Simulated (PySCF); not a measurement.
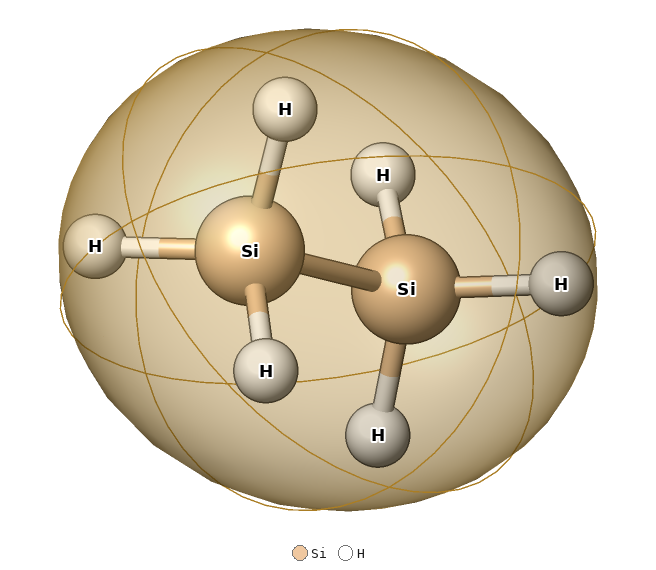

The ellipsoid shows the static dipole polarisability: its half-axes are proportional to the principal values. The computed structure is the end point of a PBE0-D3(BJ)/def2-SVP optimisation. No frequency run is at hand to confirm it as a minimum. Computed with ωB97X-D/def2-SVPD (PySCF 2.14.0).

Question: How large and how anisotropic is the polarisability?

Answer: Principal values 56.1, 56.1, 73.7 bohr³; mean 61.9 bohr³ (9.18 Å³); anisotropy 17.6 bohr³, so the longest axis is 1.31 times the shortest.
